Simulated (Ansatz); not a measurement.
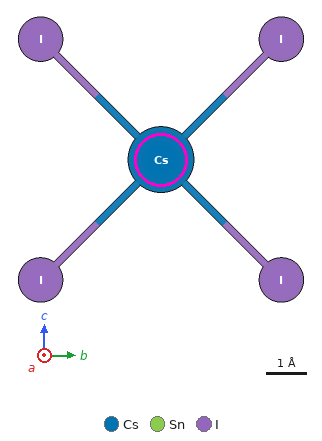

Perfect CsSnI₃. The picture is a ball-and-stick view of the atoms within 6.0 Å of one point, in a slice 3.4 Å thick across the line of sight, seen along the a axis.

These are results of DFT, PBEsol, PAW, plane waves (Ansatz), not measurements. Settings: plane-wave cutoff 420 eV; k-point mesh 1 × 1 × 1; mesh shifted by (0.25, 0.25, 0.25); collinear spin. Fermi-Dirac smearing of 0.01 eV. The axes drawn are those of the host's conventional cell.

A caesium atom is replaced by calcium at the ringed place, in charge state 0. The supercell has 40 sites, and the atoms are relaxed at the host's cell.

> How do the neighbours respond?

In the host the Cs atom has ; the Ca atom ends with 5 I at 3.02 to 3.14 Å. Of the host's atoms, an iodine atom moves furthest from its site, by 0.95 Å. The Ca atom itself moves 2.24 Å from where it was put. The cell's net moment is 1.00 μB.

The relaxed defect, seen from the same direction:

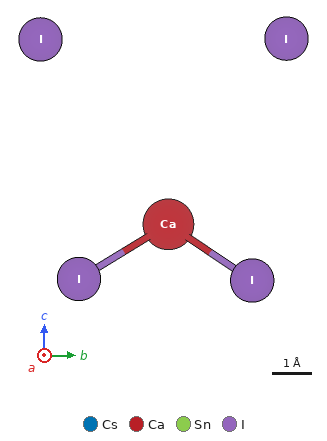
